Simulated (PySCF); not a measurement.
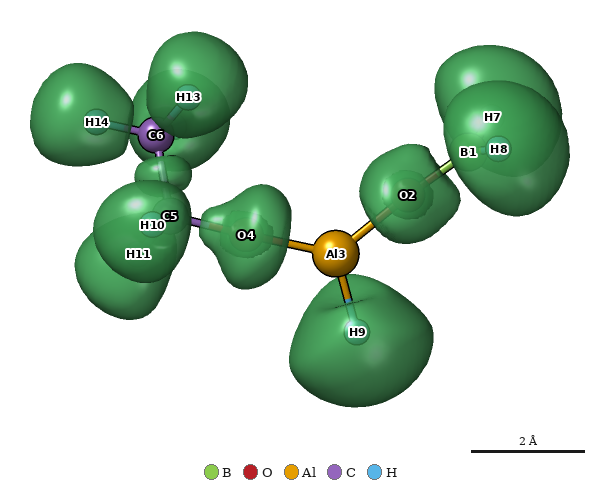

Figure. C₂H₈AlBO₂ (SMILES B[O][AlH][O]CC). Isosurface of the electron localisation function at 0.75 (green), seen across its widest extent. Core shells and regions of very low density are left out.

Geometry: GFN2-xTB.

Computed with CAM-B3LYP/def2-SVPD, SCF density, gas phase (PySCF).

```yaml
atoms:
  - { symbol: B, position_ang: [3.2931, 0.8850, -0.3177] }
  - { symbol: O, position_ang: [2.3288, 0.1678, 0.2478] }
  - { symbol: Al, position_ang: [1.1928, -0.8011, 0.9957] }
  - { symbol: O, position_ang: [-0.4317, -0.5725, 1.0326] }
  - { symbol: C, position_ang: [-1.8184, -0.3924, 0.9953] }
  - { symbol: C, position_ang: [-2.2579, 0.2417, -0.3181] }
  - { symbol: H, position_ang: [3.6228, 0.6523, -1.4266] }
  - { symbol: H, position_ang: [3.8165, 1.7467, 0.2956] }
  - { symbol: H, position_ang: [1.7485, -1.9913, 1.7171] }
  - { symbol: H, position_ang: [-2.1121, 0.2476, 1.8359] }
  - { symbol: H, position_ang: [-2.3013, -1.3694, 1.1177] }
  - { symbol: H, position_ang: [-1.9642, -0.3939, -1.1507] }
  - { symbol: H, position_ang: [-1.7798, 1.2112, -0.4382] }
  - { symbol: H, position_ang: [-3.3377, 0.3677, -0.3285] }
```

### What do the ELF domains correspond to?

The surface consists of one region between bonded C–C atoms (shared pairs), eight regions around hydrogen nuclei and two regions on O in which the atom's valence shell and bonds are merged. Profiles from the grid: B–O (1.33 Å): the ELF peaks at about 0.90 between the atoms: a short, strongly polar bond. C–O (1.40 Å): the ELF peaks at about 0.90 between the atoms; a polar covalent bond.
